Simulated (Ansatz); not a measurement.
## Ligand exchange: C2ClF5 + InHCl2 → C2HF5 + InCl3

Species: C2ClF5 `FC(F)(F)C(F)(F)Cl`, singlet; InHCl2 `[Cl][InH][Cl]`, singlet; C2HF5 (pentafluoroethane) `FC(F)C(F)(F)F`, singlet; InCl3 `[Cl][In]([Cl])[Cl]`, singlet. The partners trade Cl for H: C–Cl and In–H bonds give way to C–H and In–Cl.

Shapes, held fixed at every level: PBE0-D4/def2-TZVP. Programs: Ansatz 0.2.0. The zero-point and thermal change to 298 K, harmonic and unscaled (PBE0-D4/def2-TZVP), is +14.4 kJ/mol.

```json
{"level": "HF/def2-TZVPP", "kind": "Hartree–Fock", "ΔH(298 K) (kJ/mol)": "-181.6", "CPU time (sum over the molecules)": "–"}
{"level": "B3LYP-D4/def2-TZVPP", "kind": "global hybrid", "ΔH(298 K) (kJ/mol)": "-151.3", "CPU time (sum over the molecules)": "47 s"}
{"level": "PBE0-D4/def2-TZVPP", "kind": "global hybrid", "ΔH(298 K) (kJ/mol)": "-146.9", "CPU time (sum over the molecules)": "32 s"}
{"level": "r2SCAN0-D4/def2-TZVPP", "kind": "global hybrid", "ΔH(298 K) (kJ/mol)": "-149.9", "CPU time (sum over the molecules)": "46 s"}
{"level": "wB97M-V/def2-TZVPP", "kind": "range-separated hybrid", "ΔH(298 K) (kJ/mol)": "-145.1", "CPU time (sum over the molecules)": "96 s"}
{"level": "B2PLYP/def2-TZVPP", "kind": "double hybrid", "ΔH(298 K) (kJ/mol)": "-156.6", "CPU time (sum over the molecules)": "52 s"}
{"level": "MP2/def2-TZVPP", "kind": "perturbation theory", "ΔH(298 K) (kJ/mol)": "-156.7", "CPU time (sum over the molecules)": "–"}
```

MP2/def2-TZVPP gives ΔH(298 K) = -156.7 kJ/mol; the levels span -181.6 to -145.1. The median of the levels is -151.3. No measured value is set beside it here. For atoms past krypton def2 sets carry core potentials with scalar relativity. Correlated rows may include outer-core shells of In, which these sets cover unevenly. Times are processor times on shared x86 and Arm servers, and rough.

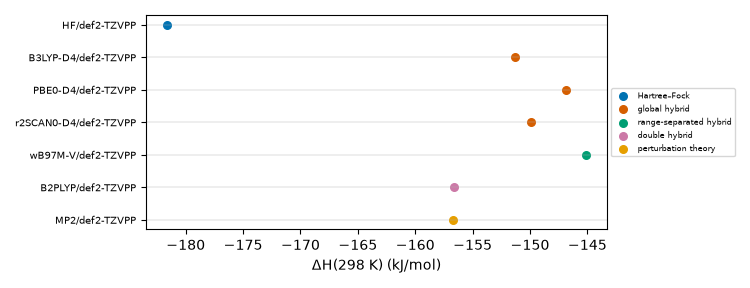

The values of the table, level by level.
